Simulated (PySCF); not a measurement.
# C2H5BrOSi: geometry, electronic excitations

What electronic excitations should C2H5BrOSi (`[SiH3]O/C=C\Br`) show?

Computed with PySCF 2.14.0, with density-fitted response routines of our own, on a single molecule in the gas phase. Atoms are numbered from 0 throughout.

## (1) The starting structure

10 atoms, charge 0, multiplicity 1; geometry from: GFN2-xTB. The atoms were then displaced at random by about 0.01 Å, so the start is not that level's minimum.

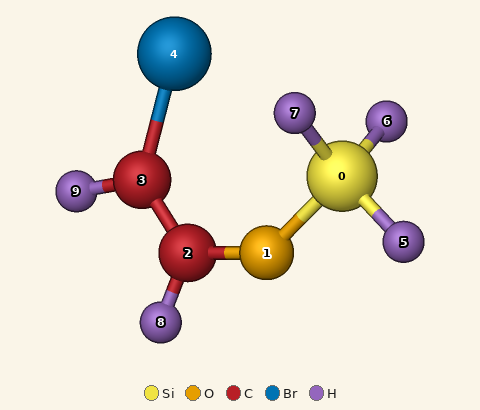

As it starts; silicon yellow, oxygen amber, carbon red, bromine blue, hydrogen purple, atoms numbered.

## (2) Geometry optimisation at PBE0-D3(BJ)/def2-SVP

The job: settings as JSON, then the geometry in Å.

```
{"job": {"xc": "PBE0", "basis": "def2-SVP", "d3": "d3bj", "grid": 1, "shake": 0.01, "kind": "geom"}, "charge": 0, "multiplicity": 1}
Si     1.638440    -0.375960    -0.044430
O      0.095350    -0.976300     0.029160
C     -1.162750    -0.523400     0.054670
C     -1.561270     0.728290     0.024380
Br    -0.501060     2.252140    -0.093210
H      2.321000    -1.617560    -0.025000
H      1.830850     0.379340    -1.295190
H      1.914860     0.482550     1.115190
H     -1.876870    -1.317680     0.146760
H     -2.648110     0.947660     0.066630
```

Command:

```
> OMP_NUM_THREADS=1 python probes_run.py task.json out
```

One launch serves the whole session: the jobs run in the order shown.

The log of the run:

```text
step   0  E = -3016.97238702  max force = 0.037561
step   1  E = -3016.97798639  max force = 0.010568
step   2  E = -3016.97818960  max force = 0.007917
step   3  E = -3016.97764498  max force = 0.005858
step   4  E = -3016.97832450  max force = 0.005335
step   5  E = -3016.97839946  max force = 0.004223
step   6  E = -3016.97867894  max force = 0.001856
step   7  E = -3016.97869363  max force = 0.000541
step   8  E = -3016.97870538  max force = 0.000130
optimisation converged
```

Run time: 57 s. Hardware: 1 thread of Arm Neoverse V1, shared host; peak memory 0.48 GiB.

Relaxation path: (the energy doesn't fall at every step)

| step | energy from step 0 (eV) | largest force component (eV/Å) |
| --- | --- | --- |
| 0 | 0.0000 | 1.9315 |
| 1 | -0.1524 | 0.5434 |
| 2 | -0.1579 | 0.4071 |
| 3 | -0.1431 | 0.3012 |
| 4 | -0.1616 | 0.2743 |
| 5 | -0.1636 | 0.2172 |
| 6 | -0.1712 | 0.0954 |
| 7 | -0.1716 | 0.0278 |
| 8 | -0.1719 | 0.0067 |

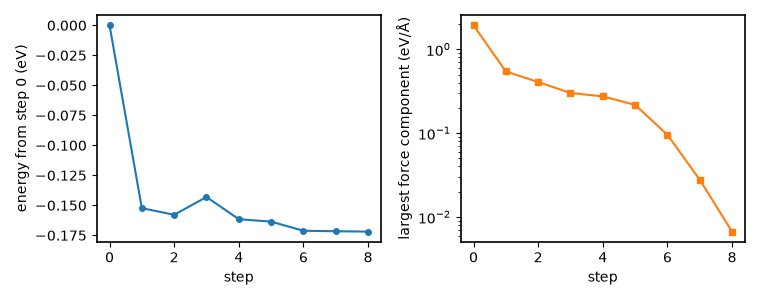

Energy and largest force along the relaxation.

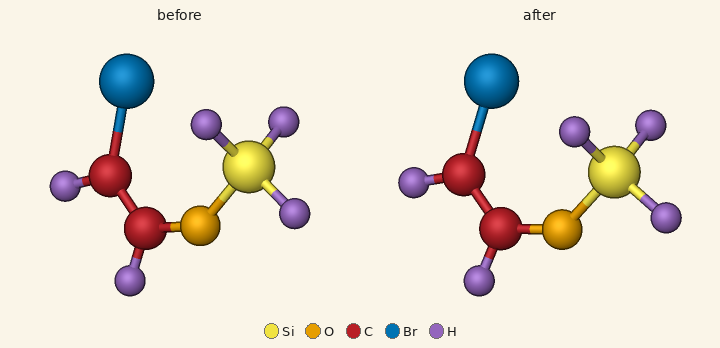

The geometry before (left) and after (right).

Close pairs (by a distance rule), those that changed most:

| bond | before (Å) | after (Å) | change (Å) |
| --- | --- | --- | --- |
| Si0–H5 | 1.417 | 1.489 | +0.072 |
| Si0–O1 | 1.657 | 1.687 | +0.030 |
| C2–H8 | 1.072 | 1.097 | +0.025 |
| C2–C3 | 1.314 | 1.338 | +0.024 |
| C3–H9 | 1.110 | 1.089 | -0.020 |
| Si0–H7 | 1.469 | 1.489 | +0.020 |
| C3–Br4 | 1.860 | 1.878 | +0.018 |
| Si0–H6 | 1.474 | 1.488 | +0.014 |

The next job starts from the end point, and lists it.

| at the end point | value |
| --- | --- |
| point group (found at 0.08 Å tolerance) | C1 |
| rotational constants (GHz, main isotopes) | 4.373, 1.493, 1.130 |
| dipole moment (D) | 0.65 |

## (3) TDDFT and polarisability: PBE0/def2-TZVPD

The job: settings as JSON, then the geometry in Å.

```
{"job": {"kind": "uv", "xc": "PBE0", "basis": "def2-TZVPD"}, "charge": 0, "multiplicity": 1}
Si     1.606899    -0.440469    -0.207444
O      0.013176    -0.986510    -0.110767
C     -1.183637    -0.467003     0.148680
C     -1.576563     0.811773     0.168279
Br    -0.456037     2.273001    -0.199074
H      2.391005    -1.705210    -0.244738
H      1.854295     0.332355    -1.454392
H      1.974090     0.346158     1.002502
H     -1.940808    -1.230474     0.365101
H     -2.608230     1.075589     0.397495
```

Method: TDDFT PBE0/def2-TZVPD, vertical, gas phase, core orbitals frozen in the response.

The log of the run:

```text
coarse grid: 41648 points
cycle   1  E = -3017.4997609610  dE = -5.425e-01  |g| = 6.471e-01  |ddm| = 3.091e+00
cycle   2  E = -3017.3825038025  dE =  1.173e-01  |g| = 1.004e+00  |ddm| = 1.239e+00
cycle   3  E = -3017.5572670087  dE = -1.748e-01  |g| = 1.640e-01  |ddm| = 6.577e-01
cycle   4  E = -3017.5620054664  dE = -4.738e-03  |g| = 6.049e-02  |ddm| = 1.755e-01
cycle   5  E = -3017.5628167695  dE = -8.113e-04  |g| = 1.773e-02  |ddm| = 5.399e-02
cycle   6  E = -3017.5628872612  dE = -7.049e-05  |g| = 2.135e-03  |ddm| = 1.776e-02
cycle   7  E = -3017.5628882259  dE = -9.647e-07  |g| = 4.527e-04  |ddm| = 3.035e-03
final grid: 85488 points
cycle   8  E = -3017.5629060145  dE = -5.760e-08  |g| = 4.887e-04  |ddm| = 1.545e-02
cycle   9  E = -3017.5629060054  dE =  9.129e-09  |g| = 5.614e-04  |ddm| = 1.228e-03
cycle  10  E = -3017.5629060572  dE = -5.182e-08  |g| = 9.642e-05  |ddm| = 6.718e-04
cycle  11  E = -3017.5629060593  dE = -2.054e-09  |g| = 1.367e-05  |ddm| = 9.352e-05
cycle  12  E = -3017.5629060593  dE = -4.638e-11  |g| = 5.748e-06  |ddm| = 2.132e-05
converged SCF energy = -3017.5629060593

Static polarisability (au): isotropic 77.496, principal 59.460 79.684 93.342

Singlet excitations
state   eV       nm        f      main configurations
  1   5.2677    235.4   0.00034   H->L+1 0.66, H->L 0.25
  2   5.5139    224.9   0.00030   H->L 0.71, H->L+1 0.23
  3   6.0460    205.1   0.07407   H->L+2 0.52, H->L+3 0.36
  4   6.1439    201.8   0.09601   H->L+3 0.50, H->L+2 0.39
  5   6.4921    191.0   0.00056   H->L+4 0.86
  6   6.6755    185.7   0.01980   H->L+5 0.89
  7   6.7997    182.3   0.00820   H-1->L+1 0.66, H-1->L 0.22
  8   6.9454    178.5   0.00057   H-1->L+2 0.83
  9   7.0347    176.2   0.01922   H->L+6 0.94
 10   7.1049    174.5   0.04480   H-1->L 0.65, H-1->L+1 0.15, H-1->L+2 0.10

Triplet excitations (Tamm-Dancoff, eV): 4.0392 4.7797 5.3955 6.0032
```

Wall time 53 s (1 thread of Arm Neoverse V1, shared host); peak memory 0.95 GiB.

Frontier orbitals and where they lie:

| orbital | eV | atoms |
| --- | --- | --- |
| HOMO−3 | -9.48 | Br4 37 %, O1 21 %, C3 12 % |
| HOMO−2 | -9.31 | Br4 32 %, O1 25 %, Si0 14 % |
| HOMO−1 | -8.33 | Br4 66 %, C3 10 %, Si0 9 % |
| HOMO | -6.79 | Br4 29 %, C3 28 %, C2 22 % |
| LUMO | -0.15 | Si0 34 %, C2 12 %, Br4 11 % |
| LUMO+1 | -0.05 | Br4 57 %, C3 16 %, Si0 11 % |
| LUMO+2 | 0.02 | C2 30 %, C3 28 %, Br4 11 % |

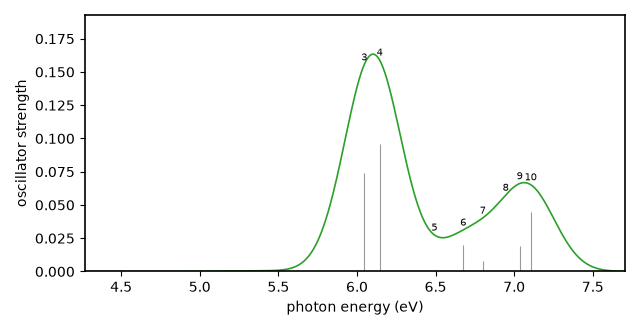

Absorption spectrum from the 10 singlet states computed; above the last one it falls off for lack of states. Lines are broadened to a width of 0.40 eV (Gaussian).

Further results of this job:

| property | computed |
| --- | --- |
| dipole moment (D) | 0.75 |
| polarisability (Å³) | 11.48 |
| HOMO–LUMO gap (eV) | 6.64 |
| −ε(HOMO) (eV) | 6.79 |

## (4) What came out

```
                                quantity                        value
                             point group                           C1
    rotational constants (main isotopes)         4.37, 1.49, 1.13 GHz
        lowest singlet (PBE0/def2-TZVPD)  5.27 eV (235 nm), f = 0.000
brightest single state of those computed  state 4, 6.14 eV, f = 0.096
                          lowest triplet                      4.04 eV
```

What this shows: The optimisation took 8 steps and gained 0.172 eV; among the close pairs (by a distance rule), Si0–H5 changed most, from 1.417 to 1.489 Å. No frequency check was run at this level, so the end point may be a saddle. The lowest singlet, at 5.27 eV, is HOMO→LUMO+1 0.66, HOMO→LUMO 0.25 and is dark; of the 10 states computed, the strongest absorption comes from state 4 at 6.14 eV (the last state computed is bright too, and its partners may lie past the list). The lowest triplet lies 1.23 eV below the lowest singlet (triplets in Tamm-Dancoff, singlets in full TDDFT).
